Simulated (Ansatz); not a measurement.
## Bi2Te3 (quintuple layer): converging the G0W0 gap

Aim: see how the G0W0 gap of Bi2Te3 (quintuple layer) on PBE moves with empty bands and screening cutoff, and what each rung costs.

Method: G0W0 on PBE, plane waves, PAW; PAW set soft_1, in Ansatz 0.2.0.

## 1. The structure

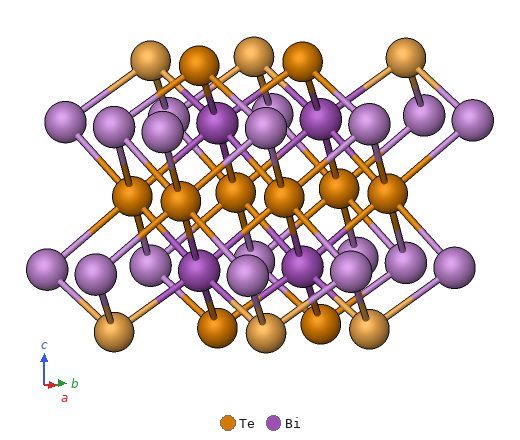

The starting structure, seen from the side, with the c axis up (tellurium orange, bismuth purple). 1×2×1 cells are drawn. Some periodic images of atoms are drawn too.

The cell holds 5 atoms: 3 Te and 2 Bi. Cell: a = 4.426 Å, b = 4.426 Å, c = 38.300 Å, α = 90.0°, β = 90.0°, γ = 120.0°. Vacuum lies along c.

Structure file:

```cif
data_structure
_symmetry_space_group_name_H-M 'P 1'
_symmetry_Int_Tables_number 1
_cell_length_a 4.4255
_cell_length_b 4.4255
_cell_length_c 38.3000
_cell_angle_alpha 90.000
_cell_angle_beta 90.000
_cell_angle_gamma 120.000
_cell_volume 649.63
loop_
_atom_site_label
_atom_site_type_symbol
_atom_site_fract_x
_atom_site_fract_y
_atom_site_fract_z
_atom_site_occupancy
Te1 Te 0.00000 0.00000 0.50000 1
Bi2 Bi 0.33333 0.66667 0.55383 1
Bi3 Bi 0.66667 0.33333 0.44617 1
Te4 Te 0.66667 0.33333 0.59883 1
Te5 Te 0.33333 0.66667 0.40117 1
```

The structure was relaxed with PBE. The runs that relaxed it are not among those shown. Spin-orbit coupling is left out unless a step names it. The Coulomb interaction is cut off across the vacuum.

## 2. 127 empty bands, screening to 19.5 eV

Now the one-shot GW correction: screening in the RPA, then the self-energy of the levels asked for. This step takes PAW set soft_1 files.

Input file input.yaml:

```yaml
crystal:
  lattice:
    - [4.4255494105, 0.0, 0.0]
    - [-2.2127747053, 3.8326382152, 0.0]
    - [0.0, 0.0, 38.3]
  atoms:
    - { symbol: Te, position: [0.0, 0.0, 0.5] }
    - { symbol: Bi, position: [0.3333333333, 0.6666666667, 0.5538264211] }
    - { symbol: Bi, position: [0.6666666667, 0.3333333333, 0.4461735789] }
    - { symbol: Te, position: [0.6666666667, 0.3333333333, 0.5988334388] }
    - { symbol: Te, position: [0.3333333333, 0.6666666667, 0.4011665612] }
  periodic: [true, true, false]
kpoints:
  mp_grid: { grid: [6, 6, 1] }
hamiltonian:
  xc: pbe
  pseudopotentials: { kind: paw, azcp: { folder: soft_1 } }
scf:
  occupations: { method: fixed }
gw:
  n_empty_bands: 127
  ecut_chi: 19.5
  qp_bands: [v2, c2]
  qp_kpoints: band_edges
  screening: { model: contour_deformation }
```

On the command line:

```
ansatz run input.yaml --threads 4 --pin off --max-ram 17510MiB --backend cpu --events-out ev --progress --plain --runs-dir out
```

Numbers of over 12 decimals in the logs are rounded to 6 here.

Log:

```text
Engine: ansatz 0.2.0, aarch64-unknown-linux-gnu
Pseudopotentials: kind: paw
Pseudopotential: Te, paw, valence charge 16, recommended cutoff 420 eV (normal), soft_1/Te.paw.azcp
Pseudopotential: Bi, paw, valence charge 15, recommended cutoff 420 eV (normal), soft_1/Bi.paw.azcp
Functional definition: PBE
  parameter kappa = 0.804
  parameter beta = 0.066725
  exchange = pbe_x(kappa = kappa, mu = beta*pi^2/3)
  correlation = pbe_c(beta = beta)
Crystal: 5 atoms, lattice volume = 649.627 Å³
Basis set: ecut = 420 eV, 12783 PW (Γ)
Bands: 47, of which v1, the nominal top of the filled ones, is band 39 counted from 1 (38 counted from 0)
Symmetry: 12 space group operations
Space group: P-3m1 (ITA 164), of the structure as read, at distance tolerance 8.7e-5 Å
k-points: 7 of 36
Non-local potential: Te, projectors of the file, l = 0: 2, l = 1: 2, l = 2: 2, l = 3: 1
Non-local potential: Bi, projectors of the file, l = 0: 2, l = 1: 2, l = 2: 2, l = 3: 1
PAW form: soft (Blöchl's): semilocal exchange-correlation on the pseudo side does not see the compensation charge
PAW one-centre angular grid: Te, 590 points (default); XC on 64 Gauss nodes
PAW one-centre angular grid: Bi, 590 points (default); XC on 64 Gauss nodes
Initial density: superposition of atomic densities (neutral atoms: chi_scale 0, normalization atom)
Initial wavefunctions: pseudopotential atomic-orbital guess
Functional: x = pbe(κ = 0.804, μ = 0.219515), c = pbe(β = 0.066725)
iter 1 solved again at ethr=2.25e-3 eV; its pass at ethr=3.10e-3 eV (dr2=1.76e0 eV) is discarded
SCF iter   1: F=—  HF=-45740.150133 eV  |F-HF|=—  |Δ(HF+E_count)|=         —  Δρ=1.02e-2  dr2=1.74e0  ethr=2.25e-3  ⟨swp⟩=1.9  Hψ=1626  notcnv=0  defer=36
preconditioner: auto → Resta (q_TF=auto, 1.916 Å⁻¹)  ε∞=1.8  [insulator: Δε(μ)=1.266 eV  Ē_g=8.563 eV  n_scr=100 (ndim 8)  ℏωp=7.7 eV  f_vac=0.702  ε∞_Penn≈1.8  vacuum switching on, ρ_ref=5.3e-3 e/Å³]
SCF iter   2: F=—  HF=-45739.933353 eV  |F-HF|=—  |Δ(HF+E_count)|=   2.17e-1  Δρ=5.35e-3  dr2=1.52e0  ethr=2.23e-3  ⟨swp⟩=4.0  Hψ=499  notcnv=0  defer=37
SCF iter   3: F=—  HF=-45739.869487 eV  |F-HF|=—  |Δ(HF+E_count)|=   6.39e-2  Δρ=4.25e-3  dr2=8.00e-1  ethr=1.95e-3  ⟨swp⟩=4.0  Hψ=522  notcnv=0  defer=37
SCF iter   4: F=—  HF=-45739.801616 eV  |F-HF|=—  |Δ(HF+E_count)|=   6.79e-2  Δρ=2.31e-3  dr2=1.32e-1  ethr=1.03e-3  ⟨swp⟩=2.1  Hψ=413  notcnv=0  defer=38
SCF iter   5: F=—  HF=-45739.791218 eV  |F-HF|=—  |Δ(HF+E_count)|=   1.04e-2  Δρ=5.72e-4  dr2=5.03e-3  ethr=1.69e-4  ⟨swp⟩=3.0  Hψ=451  notcnv=0  defer=42
SCF iter   6: F=—  HF=-45739.791146 eV  |F-HF|=—  |Δ(HF+E_count)|=   7.15e-5  Δρ=1.15e-4  dr2=1.91e-4  ethr=6.45e-6  ⟨swp⟩=2.6  Hψ=512  notcnv=0  defer=40
SCF iter   7: F=—  HF=-45739.791200 eV  |F-HF|=—  |Δ(HF+E_count)|=   5.38e-5  Δρ=3.69e-5  dr2=6.77e-6  ethr=2.45e-7  ⟨swp⟩=2.7  Hψ=583  notcnv=0  defer=39
SCF iter   8: F=—  HF=-45739.791202 eV  |F-HF|=—  |Δ(HF+E_count)|=   1.72e-6  Δρ=1.81e-5  dr2=2.57e-6  ethr=8.68e-9  ⟨swp⟩=3.1  Hψ=708  notcnv=0  defer=39
SCF iter   9: F=—  HF=-45739.791201 eV  |F-HF|=—  |Δ(HF+E_count)|=   8.44e-7  Δρ=6.03e-6  dr2=3.09e-7  ethr=3.29e-9  ⟨swp⟩=2.6  Hψ=564  notcnv=0  defer=39
SCF iter  10: F=-45739.791201 eV  HF=-45739.791201 eV  |F-HF|=1.32e-8  |Δ(HF+E_count)|=   7.24e-8  Δρ=1.09e-6  dr2=1.70e-8  ethr=1.28e-10  ⟨swp⟩=25.3  Hψ=2079  notcnv=0
SCF 1 converged in 10 iterations: F = -45739.791201 eV  dr2 = 1.70e-8
  greatest PAW one-centre occupation: 0.998 electrons in one spin orbital (limit 2), on the Te atom at site 4 (counted from 0), in its partial waves of l = 2
NSCF: frozen V_eff on 7 k-points
G₀W₀ screening: q 1/7
[... further progress lines ...]
SCF converged after 10 iterations
Free energy (F): -45739.791201 eV
Harris-Foulkes:  -45739.791201 eV  (|F-HF|=1.32e-8)
Internal energy: -45739.791201 eV  (E = F + TS)
E sigma→0 (E₀):  -45739.791201 eV
Fermi energy:    -5.477782 eV
--- Per-component energies (eV) ---
  E_band       = -2085.938171
  E_kinetic    = 1017.849537
  E_local      = -214406.140291  (includes V_loc(G=0)·N_el)
  E_nonlocal   = 1014.634193
  E_hartree    = 106313.202211
  E_xc         = -669.831111
  E_vxc        = -566.317223  (∫ρ·V_xc dr)
  E_paw        = -35337.018674  (= ΣΔE_a)
  E_vpaw       = -1772.398851  (= ΣTr[D̂ρ^β])
  E_aug_tail   = 0.000673  (compensation charges beyond the density's cutoff)
  E_ewald      = 96327.512260
  E_smearing   = -0.000000  (= −TS)
  E_closure    = 0.000000  (closes the sum)
  Σ components = -45739.791201   (vs F -45739.791201, Δ=0.00e0)
--- Band table (eV; the first three rows and the last of 7) ---
  k-point 0: bands = [... 35 lower, -6.1894, -5.9178, -5.7186, -5.7186, -4.4856, -3.8528, -3.8528, -3.1047, ... 4 higher]
  k-point 1: bands = [... 35 lower, -6.5911, -5.8037, -5.6630, -5.4778, -4.0212, -3.5127, -3.4393, -2.7671, ... 4 higher]
  k-point 2: bands = [... 35 lower, -6.9379, -6.2808, -5.8528, -5.8149, -3.8835, -3.2043, -3.0312, -2.2653, ... 4 higher]
  k-point 6: bands = [... 35 lower, -7.6001, -6.4674, -5.8173, -5.8173, -3.4476, -2.8642, -2.8642, -1.5924, ... 4 higher]
--- G₀W₀: contour deformation, 6 samples at zero and on the imaginary axis and 2 off it, 36 q-points, 127 empty bands' worth ---
  eigenvalues of the whole cell's RPA ε∞ on this k-mesh (on a slab, of 1 + 4πα/V) = 1.2530, 8.1011, 8.1011; static W/v taken at q = 0 is 0.295014
  bands read: the sum over 166 bands ends inside a degenerate multiplet in 1 slot, whose members it reads at an even weight; the widest, k=6: bands 166 to 167 (counted from 1) at 1/2 each
  gw.qp_kpoints: band_edges: 7 of 7 stored k-points solved, in 1 pass; an edge of the gap read off the rows below is read off those points alone
    ik  band        ε_KS         Σx   Σc(E_QP)       V_xc       Z   E_QP_lin       E_QP  E_QP is
     0    38     -5.7186   -15.1736     1.7346   -13.7004  0.7189    -5.4594    -5.4572  root
     0    39     -5.7186   -15.1736     1.7346   -13.7004  0.7189    -5.4594    -5.4572  root
     0    40     -4.4856    -9.4967    -2.4613   -12.5951  0.7472    -3.8330    -3.8485  root
     0    41     -3.8528   -10.1502    -2.2004   -13.0360  0.7339    -3.1484    -3.1674  root
     1    38     -5.6630   -15.2553     1.7708   -13.7622  0.7184    -5.3877    -5.3852  root
     1    39     -5.4778   -15.0020     1.5330   -13.7976  0.7194    -5.1525    -5.1492  root
     1    40     -4.0212    -9.7757    -2.3958   -12.8466  0.7405    -3.3276    -3.3461  root
     1    41     -3.5127   -10.3143    -2.3145   -13.3551  0.7300    -2.7628    -2.7865  root
     2    38     -5.8528   -14.3590     1.4311   -13.1785  0.7160    -5.6044    -5.6023  root
     2    39     -5.8149   -15.1617     1.8361   -13.5727  0.7153    -5.5700    -5.5679  root
     2    40     -3.8835    -9.4626    -2.4509   -12.5503  0.7381    -3.2301    -3.2467  root
     2    41     -3.2043   -10.2149    -2.4614   -13.4131  0.7251    -2.4406    -2.4675  root
     3    38     -6.0386   -14.6516     1.7297   -13.1295  0.7084    -5.8326    -5.8310  root
     3    39     -5.9133   -15.1246     1.8756   -13.4778  0.7134    -5.6863    -5.6845  root
     3    40     -3.9202    -9.2459    -2.4689   -12.3302  0.7383    -3.2896    -3.3048  root
     3    41     -3.1660   -10.0784    -2.4912   -13.2935  0.7246    -2.4158    -2.4420  root
     4    38     -5.7233   -14.6567     1.4958   -13.4429  0.7175    -5.4439    -5.4413  root
     4    39     -5.6056   -14.9912     1.5159   -13.7847  0.7201    -5.2990    -5.2961  root
     4    40     -3.6970    -9.8250    -2.3892   -12.9052  0.7362    -2.9855    -3.0061  root
     4    41     -3.1998   -10.0208    -2.5669   -13.3127  0.7262    -2.4485    -2.4748  root
     5    38     -5.9609   -14.8840     1.8326   -13.2717  0.7100    -5.7424    -5.7407  root
     5    39     -5.7015   -14.9127     1.5673   -13.6346  0.7180    -5.4149    -5.4122  root
     5    40     -3.5457    -9.3554    -2.4752   -12.4765  0.7340    -2.8817    -2.8998  root
     5    41     -3.1549    -9.7958    -2.6528   -13.1633  0.7243    -2.4141    -2.4401  root
     6    38     -5.8173   -14.8437     1.7063   -13.3859  0.7139    -5.5709    -5.5688  root
     6    39     -5.8173   -14.8437     1.7063   -13.3859  0.7139    -5.5709    -5.5688  root
     6    40     -3.4476    -9.1239    -2.5948   -12.3522  0.7311    -2.7964    -2.8141  root
     6    41     -2.8642    -9.9384    -2.6992   -13.3866  0.7187    -2.0841    -2.1151  root
```

Elapsed: 72 s, on 4 threads of Arm Neoverse V1, shared host; peak memory 1.6 GiB.

Numbers from this step:

```yaml
bands_summed: 166
plane_waves_in_the_screening_matrix: 141
q_points_in_the_mesh: 36
g0w0_gap_on_the_mesh: 1.301 eV
k_of_the_valence_top: 0, 0.1667, 0
k_of_the_conduction_bottom: 0, 0, 0
starting_gap_on_the_mesh: 0.9922 eV
z_at_the_valence_top: 0.7194
z_at_the_conduction_bottom: 0.7472
least_direct_g0w0_gap_on_the_computed_points: 1.609 eV
```

The gap on the mesh goes from 0.99 eV to 1.30 eV, a correction of +0.31 eV. Between the two edge states, bare exchange in place of the xc potential would open the gap by 4.30 eV, and correlation takes back 3.99 eV.

## 3. 359 empty bands, screening to 39 eV

Another rung: the empty bands reach about as high as the screening cutoff, so the two stay in balance.

input.yaml, as its differences from that of step 2:

```diff
@@ -20,4 +20,4 @@
 gw:
-  n_empty_bands: 127
-  ecut_chi: 19.5
+  n_empty_bands: 359
+  ecut_chi: 39.0
   qp_bands: [v2, c2]
```

Log:

```text
[...]
Crystal: 5 atoms, lattice volume = 649.627 Å³
Basis set: ecut = 420 eV, 12783 PW (Γ)
Bands: 47, of which v1, the nominal top of the filled ones, is band 39 counted from 1 (38 counted from 0)
[... 1 set-up line as in the run before ...]
[...]
k-points: 7 of 36
[...]
SCF iter  10: F=-45739.791201 eV  HF=-45739.791201 eV  |F-HF|=1.32e-8  |Δ(HF+E_count)|=   7.24e-8  Δρ=1.09e-6  dr2=1.70e-8  ethr=1.28e-10  ⟨swp⟩=25.3  Hψ=2079  notcnv=0
SCF 1 converged in 10 iterations: F = -45739.791201 eV  dr2 = 1.70e-8
[...]
NSCF: frozen V_eff on 7 k-points
G₀W₀ screening: q 1/7
[... further progress lines ...]
SCF converged after 10 iterations
Free energy (F): -45739.791201 eV
[...]
Internal energy: -45739.791201 eV  (E = F + TS)
E sigma→0 (E₀):  -45739.791201 eV
Fermi energy:    -5.477782 eV
[...]
--- Band table (eV; the first three rows and the last of 7) ---
  k-point 0: bands = [... 35 lower, -6.1894, -5.9178, -5.7186, -5.7186, -4.4856, -3.8528, -3.8528, -3.1047, ... 4 higher]
  k-point 1: bands = [... 35 lower, -6.5911, -5.8037, -5.6630, -5.4778, -4.0212, -3.5127, -3.4393, -2.7671, ... 4 higher]
  k-point 2: bands = [... 35 lower, -6.9379, -6.2808, -5.8528, -5.8149, -3.8835, -3.2043, -3.0312, -2.2653, ... 4 higher]
  k-point 6: bands = [... 35 lower, -7.6001, -6.4674, -5.8173, -5.8173, -3.4476, -2.8642, -2.8642, -1.5924, ... 4 higher]
[...]
0    38     -5.7186   -15.1736     1.4564   -13.7004  0.7110    -5.7354    -5.7354  root
     0    39     -5.7186   -15.1736     1.4564   -13.7004  0.7110    -5.7354    -5.7354  root
     0    40     -4.4856    -9.4967    -2.7041   -12.5951  0.7404    -4.0862    -4.0913  root
     0    41     -3.8528   -10.1502    -2.4745   -13.0360  0.7260    -3.4357    -3.4415  root
     1    38     -5.6630   -15.2553     1.4894   -13.7622  0.7104    -5.6667    -5.6667  root
     1    39     -5.4778   -15.0020     1.2456   -13.7976  0.7115    -5.4367    -5.4366  root
     1    40     -4.0212    -9.7757    -2.6573   -12.8466  0.7332    -3.6018    -3.6078  root
     1    41     -3.5127   -10.3143    -2.5952   -13.3551  0.7219    -3.0598    -3.0673  root
[...]
6    38     -5.8173   -14.8437     1.4416   -13.3859  0.7064    -5.8335    -5.8335  root
     6    39     -5.8173   -14.8437     1.4416   -13.3859  0.7064    -5.8335    -5.8335  root
     6    40     -3.4476    -9.1239    -2.8426   -12.3522  0.7242    -3.0564    -3.0620  root
     6    41     -2.8642    -9.9384    -2.9808   -13.3866  0.7099    -2.3869    -2.3967  root
```

Run time: 4 min. Hardware: 4 threads; peak memory 3.5 GiB; 15 min of CPU time.

This step gave:

```yaml
bands_summed: 398
plane_waves_in_the_screening_matrix: 339
q_points_in_the_mesh: 36
g0w0_gap_on_the_mesh: 1.345 eV
k_of_the_valence_top: 0, 0.1667, 0
k_of_the_conduction_bottom: 0, 0, 0
starting_gap_on_the_mesh: 0.9922 eV
z_at_the_valence_top: 0.7115
z_at_the_conduction_bottom: 0.7404
least_direct_g0w0_gap_on_the_computed_points: 1.644 eV
```

Against the run with 6×6×1 mesh, 127 empty bands, screening to 19.5 eV, PAW set soft_1 files, the gap moves by +0.04 eV.

## 4. 773 empty bands, screening to 65 eV

input.yaml, as its differences from that of step 3:

```diff
@@ -19,5 +19,6 @@
   occupations: { method: fixed }
+  convergence: { dr2_threshold: 1.0e-10 }
 gw:
-  n_empty_bands: 359
-  ecut_chi: 39.0
+  n_empty_bands: 773
+  ecut_chi: 65.0
   qp_bands: [v2, c2]
```

Log:

```text
[...]
Crystal: 5 atoms, lattice volume = 649.627 Å³
Basis set: ecut = 420 eV, 12783 PW (Γ)
Bands: 47, of which v1, the nominal top of the filled ones, is band 39 counted from 1 (38 counted from 0)
[... 1 set-up line as in the run before ...]
[...]
k-points: 7 of 36
[...]
1    41     -3.5127   -10.3144    -2.8178   -13.3551  0.7183    -3.2882    -3.2899  root
[...]
6    38     -5.8173   -14.8437     1.2053   -13.3859  0.7026    -6.0723    -6.0698  root
     6    39     -5.8173   -14.8437     1.2053   -13.3859  0.7026    -6.0723    -6.0698  root
     6    40     -3.4477    -9.1239    -3.0311   -12.3523  0.7216    -3.2492    -3.2505  root
     6    41     -2.8642    -9.9384    -3.1999   -13.3866  0.7063    -2.6134    -2.6159  root
[key lines of the parts left out:]
SCF converged after 12 iterations
Free energy (F): -45739.791201 eV
Fermi energy:    -5.477839 eV
```

It took 16 min on 4 threads; peak memory 7.9 GiB.

Numbers from this step:

- bands summed: 812
- plane waves in the screening matrix: 741
- G0W0 gap on the mesh: 1.414 eV
- k of the valence top: 0, 0.1667, 0
- k of the conduction bottom: 0, 0, 0
- starting gap on the mesh: 0.9921 eV
- least direct G0W0 gap on the computed points: 1.709 eV

Against the run with 6×6×1 mesh, 359 empty bands, screening to 39 eV, PAW set soft_1 files, the gap moves by +0.07 eV.

## 5. Changing the k mesh: 3×3×1 mesh, 359 empty bands, screening to 39 eV, PAW set soft_1 files

A second mesh at equal bands and cutoff isolates the sampling error. Bands and cutoff differ from the step before, so it is read against an earlier run that matches them.

input.yaml, as its differences from that of step 4:

```diff
@@ -13,3 +13,3 @@
 kpoints:
-  mp_grid: { grid: [6, 6, 1] }
+  mp_grid: { grid: [3, 3, 1] }
 hamiltonian:
@@ -19,6 +19,5 @@
   occupations: { method: fixed }
-  convergence: { dr2_threshold: 1.0e-10 }
 gw:
-  n_empty_bands: 773
-  ecut_chi: 65.0
+  n_empty_bands: 359
+  ecut_chi: 39.0
   qp_bands: [v2, c2]
```

Log:

```text
[...]
Crystal: 5 atoms, lattice volume = 649.627 Å³
Basis set: ecut = 420 eV, 12783 PW (Γ)
Bands: 47, of which v1, the nominal top of the filled ones, is band 39 counted from 1 (38 counted from 0)
[... 1 set-up line as in the run before ...]
[...]
k-points: 3 of 9
[...]
1    40     -3.8729    -9.4751    -2.8630   -12.5450  0.7169    -3.6642    -3.6659  root
     1    41     -3.1976   -10.2459    -2.8529   -13.4107  0.7063    -2.8811    -2.8857  root
     2    38     -5.8143   -14.6995     1.4738   -13.3889  0.6976    -5.6522    -5.6511  root
     2    39     -5.8143   -14.6995     1.4738   -13.3889  0.6976    -5.6522    -5.6511  root
     2    40     -3.4420    -9.2323    -2.9115   -12.3483  0.7135    -3.2358    -3.2376  root
     2    41     -2.8573   -10.1096    -2.9806   -13.3819  0.7025    -2.5617    -2.5657  root
[key lines of the parts left out:]
SCF converged after 10 iterations
Free energy (F): -45739.787785 eV
Fermi energy:    -5.716368 eV
```

The job ended after 49 s (4 threads; peak memory 2.6 GiB; 3.1 min of CPU time).

Numbers from this step:

- bands summed: 398
- plane waves in the screening matrix: 339
- G0W0 gap on the mesh: 1.419 eV
- k of the valence top: 0, 0, 0
- k of the conduction bottom: 0, 0, 0
- starting gap on the mesh: 1.240 eV
- least direct G0W0 gap on the computed points: 1.419 eV

Against the run with 6×6×1 mesh, 359 empty bands, screening to 39 eV, PAW set soft_1 files, the gap moves by +0.07 eV, while the start moved by +0.25 eV. A band edge is found at another k point on this mesh.

## 6. Side by side

Times are wall times on 4 threads of Arm Neoverse V1, shared host, good to a factor of about two.

| mesh | files | frequency | bands summed | cutoff (eV) | start (eV) | G0W0 (eV) | time | host memory (GiB) |
| --- | --- | --- | --- | --- | --- | --- | --- | --- |
| 6×6×1 | PAW set soft_1 | contour deformation | 166 | 19.5 | 0.992 | 1.301 | 72 s | 1.6 |
| 6×6×1 | PAW set soft_1 | contour deformation | 398 | 39 | 0.992 | 1.345 | 4 min | 3.5 |
| 6×6×1 | PAW set soft_1 | contour deformation | 812 | 65 | 0.992 | 1.414 | 16 min | 7.9 |
| 3×3×1 | PAW set soft_1 | contour deformation | 398 | 39 | 1.240 | 1.419 | 49 s | 2.6 |

The parts of the quasiparticle energy at the two band edges (eV; QP = start + Σx + Σc − Vxc):

| run | edge | start | Σx | Σc | Vxc | Z | QP |
| --- | --- | --- | --- | --- | --- | --- | --- |
| 166 bands | valence top | -5.48 | -15.00 | 1.53 | -13.80 | 0.72 | -5.15 |
| 166 bands | conduction bottom | -4.49 | -9.50 | -2.46 | -12.60 | 0.75 | -3.85 |
| 398 bands | valence top | -5.48 | -15.00 | 1.25 | -13.80 | 0.71 | -5.44 |
| 398 bands | conduction bottom | -4.49 | -9.50 | -2.70 | -12.60 | 0.74 | -4.09 |
| 812 bands | valence top | -5.48 | -15.00 | 0.99 | -13.80 | 0.71 | -5.69 |
| 812 bands | conduction bottom | -4.49 | -9.50 | -2.89 | -12.60 | 0.74 | -4.28 |

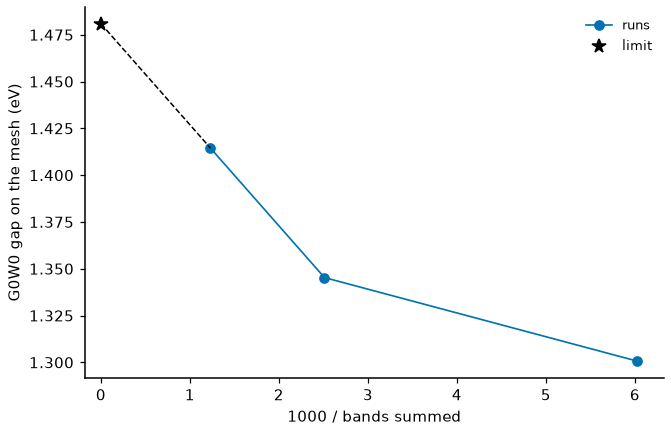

The gap against one over the number of bands; the dashed line carries the two highest rungs to the limit.

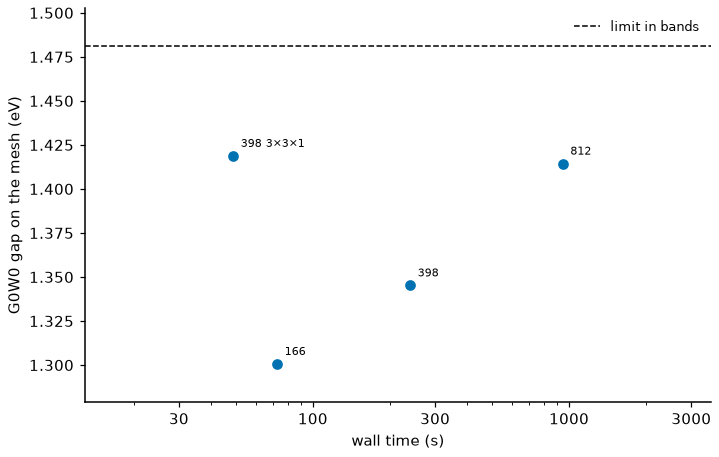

Result against wall time.

## 7. Results

```yaml
166_bands_19p5_ev: 1.301 eV
398_bands_39_ev: 1.345 eV
812_bands_65_ev: 1.414 eV
estimated_limit_in_bands_and_cutoff: 1.48 eV
mesh_and_start: 6×6×1, PBE
```

**Reading.** A line in one over the bands through the two highest rungs gives 1.48 eV, +0.07 eV from the top rung; the pair below gives 1.38 eV, so the estimate is still climbing. The rungs stand 0.18 eV (166 bands), 0.14 eV (398 bands) and 0.07 eV (812 bands) from it. From 166 to 812 bands the gap moves by +0.11 eV while the time grows 13-fold. Σc changes by −0.54 eV at the valence top and −0.43 eV at the conduction bottom, so the levels themselves move more than the gap between them. On the 3×3×1 mesh in place of 6×6×1 the gap differs by +0.07 eV, of which +0.25 eV is already in the start. The 6×6×1 mesh misses a band edge: over a band path and its finer mesh (run apart) the PBE gap is 0.95 eV, so the G0W0 gap over the zone may lie about 0.04 eV below its value on the mesh. Where an edge is built on 6p states of lead, bismuth or thallium, scalar-relativistic gaps usually stand too wide, by a few tenths to over one eV. The mesh in the plane is coarse for a sheet; gap and any exciton binding can still move on denser ones. The many-body steps are scalar-relativistic: spin-orbit coupling is not in them.

[Paths, hosts, dates, memory and timing lines, banners, echoed tables and standing remarks are left out of the program output.]

[Logs are printed without paths, hosts, clocks, repeated set-up lines and the standing remarks that a program may print on its own settings, such as how far it seeks lower states.]

[Runs of the session that timed out or met a known fault of the program may be left out.]

[Cells called generated may have been cut or substituted from an entry of the Crystallography Open Database or the Materials Project.]

[Hosts, paths, dates, database ids (printed as entryN), source tags and the programs' standing remarks are cut or masked in the printed files.]
